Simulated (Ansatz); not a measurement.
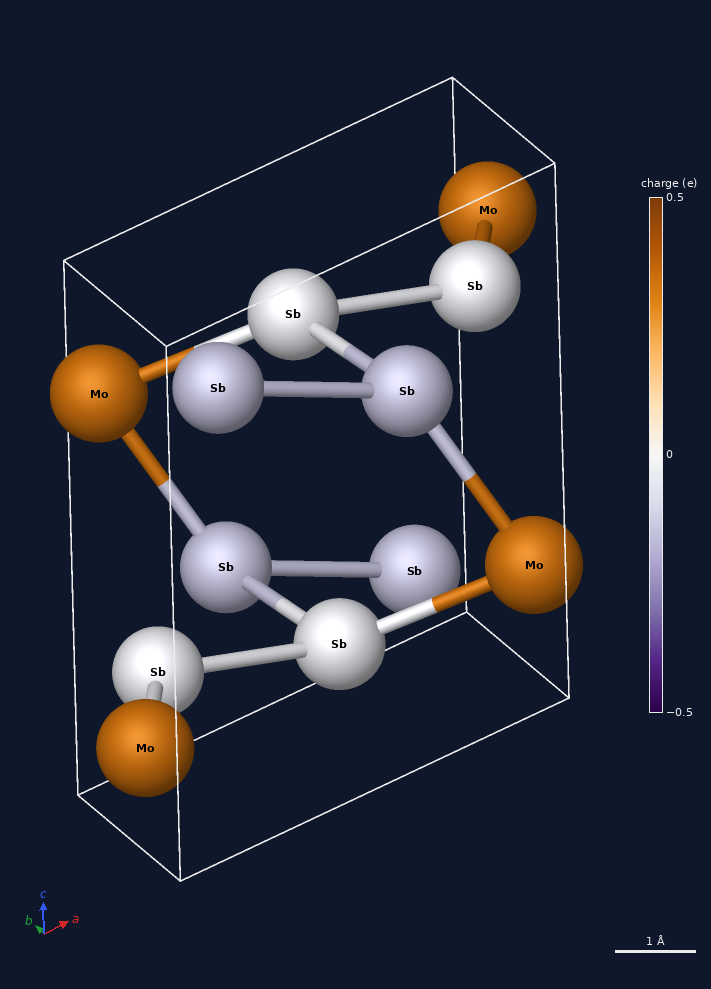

The image is a ball-and-stick drawing of a crystal, viewed slightly off an axis. One simulation cell is framed, with atoms on its boundary repeated. The atoms of this Sb4Mo cell are coloured by their Bader charge.

The calculation used Ansatz 0.2.0, DFT, PAW plane waves, r2SCAN, with a cutoff energy of 500 eV, a 4×4×3 mesh of k-points, Fermi-Dirac smearing of 0.1 eV, no spin polarisation.

Question: Describe the charge distribution among the elements.

Answer: Most positive: Mo; most negative: Sb. Charges: about Sb -0.1 to 0.0 e; Mo +0.3 e.

The structure was taken from a generated cell, made by putting these elements into a known structure type (the compound may or may not exist in this form). The geometry was optimised with DFT, PAW plane waves, r2SCAN in Ansatz.
